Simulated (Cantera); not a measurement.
Charge: 1 mol MgCO3, 1.2 mol O2, 0.34 mol H2S, held at 9.00 Torr.

Equilibrium computed with Cantera from the NASA thermochemical tables; the gas is ideal and each condensed phase is pure. Candidate condensed phases: C, C6H6, C7H8, C8H18, H2O, H2SO4, Mg, MgCO3, MgO, Mg(OH)2, MgS, MgSO4, S; 130 gas species. Mutual solubility and eutectic melting of coexisting phases are not modelled. Rates play no part.

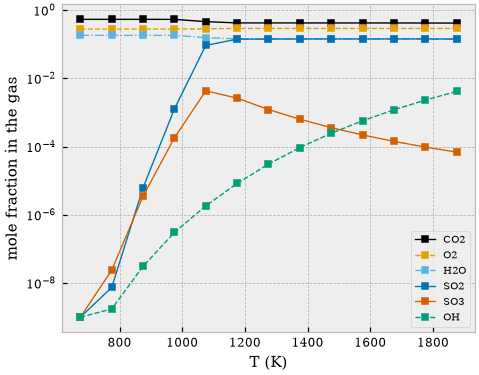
Figure. Equilibrium gas composition (values under 1e-9 drawn at 1e-9)

From 675 K to 1075 K the condensed part is MgO(s) + MgSO4(s). From 1175 K to 1875 K the condensed part is MgO(s).
